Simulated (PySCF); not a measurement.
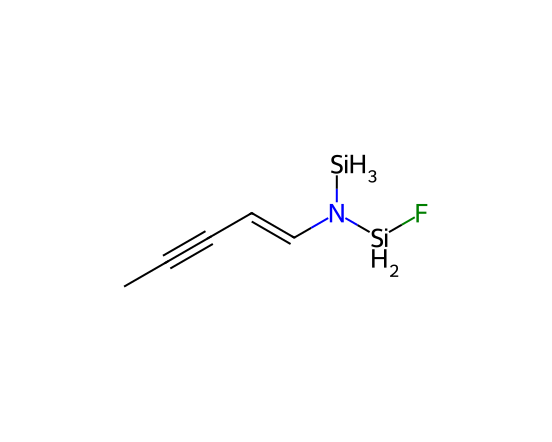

The geometry was computed by an optimisation with GFN2-xTB. No frequency run is at hand to confirm it as a minimum. Method: PBE0/pcSseg-1, gas phase (PySCF 2.14.0).

What does the calculation give?

The species is C5H10FNSi2 (`CC#C/C=C/N([SiH3])[SiH2]F`).
- dipole moment: 1.06 D
- HOMO energy (Kohn–Sham orbital): −5.90 eV
- LUMO energy (Kohn–Sham orbital): −0.18 eV
- HOMO–LUMO gap: 5.71 eV

The geometry is semi-empirical. Around Si such bond lengths and angles can be off by a tenth of an ångström or more and by several degrees, and values that hang on the shape move with them.
